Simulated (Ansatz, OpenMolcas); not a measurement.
# CH6Sn (SMILES [CH3][SnH3]): methods side by side

CH6Sn has 8 atoms, charge 0, and is taken as a singlet. SMILES: `[CH3][SnH3]`. Geometry: relaxed at PBE0-D4/def2-TZVP.

```xyz
8

C     1.0945    0.3674   -0.1106
Sn   -0.9194   -0.3291    0.0821
H     1.3005    0.6277   -1.1488
H     1.7893   -0.4112    0.2040
H     1.2446    1.2492    0.5123
H    -2.0120    0.8868   -0.4175
H    -1.1567   -1.7164   -0.8878
H    -1.2487   -0.7315    1.7104
```

Each level gives the HOMO–LUMO gap (eV). The values are calculated.

| level | kind | program | value (eV) |
| --- | --- | --- | --- |
| HF/def2-SVP (core potential) | Hartree–Fock | Ansatz | 14.66 |
| revPBE/def2-SVP (core potential) | GGA | Ansatz | 7.24 |
| TPSS/def2-SVP (core potential) | meta-GGA | OpenMolcas | 7.48 |
| BHLYP/def2-SVP (core potential) | global hybrid | Ansatz | 10.94 |
| M06-2X/def2-SVP (core potential) | hybrid meta-GGA | OpenMolcas | 10.91 |
| PBE0/def2-SVP (core potential) | global hybrid | OpenMolcas | 9.18 |
| r2SCAN0/def2-SVP (core potential) | hybrid meta-GGA | Ansatz | 9.64 |
| B2PLYP/def2-SVP (core potential) | double hybrid | OpenMolcas | 11.14 |

The values span 7.24 to 14.66 eV. Orbital gaps aren't excitation energies, and those of double hybrids come from the SCF part alone; they tend to grow with the share of exact exchange.

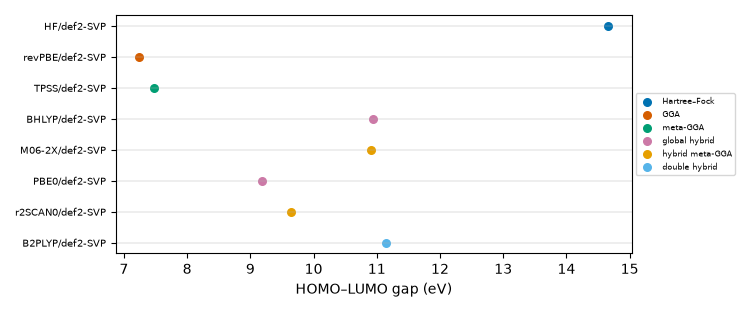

The values of the table, level by level.
